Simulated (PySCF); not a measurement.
SMILES OB(O)c1ccc([Si](O)(O)O)cc1 (C6H9BO5Si) at its GFN2-xTB optimised geometry (Å):

```
22

Si    -2.0055     2.4121     0.0049
O     -3.1295     2.3666    -1.1720
O     -2.7777     2.6145     1.4241
O     -1.0474     3.7062    -0.2216
C     -0.9857     0.8175    -0.0040
C      0.3036     0.7703     0.5190
C      1.0391    -0.3991     0.5159
C      0.5199    -1.5872     0.0000
C     -0.7750    -1.5376    -0.5176
C     -1.5056    -0.3651    -0.5241
B      1.3667    -2.9362     0.0000
O      2.7197    -2.9362     0.0000
O      0.7784    -4.1549    -0.0004
H     -2.8678     2.5483    -2.0694
H     -3.5738     2.1205     1.5946
H     -0.6931     4.1549     0.5397
H      0.7389     1.6695     0.9313
H      2.0359    -0.3941     0.9400
H     -1.2137    -2.4329    -0.9415
H     -2.5026    -0.3609    -0.9419
H      3.1295    -2.0727    -0.0128
H     -0.1773    -4.1485     0.0118
```

Computed with CAM-B3LYP/def2-SVP (PySCF). Cells within 0.4 Å of a nucleus heavier than hydrogen are left out (blank, or x).

Map of the HOMO amplitude (bohr^(-3/2)) on the plane z = 0.6 Å; orbital energy -8.60 eV, overall sign arbitrary:

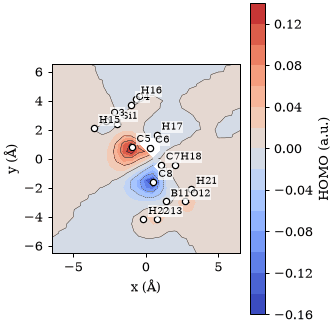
Figure: HOMO amplitude (bohr^(-3/2)) on the plane z = 0.6 Å.
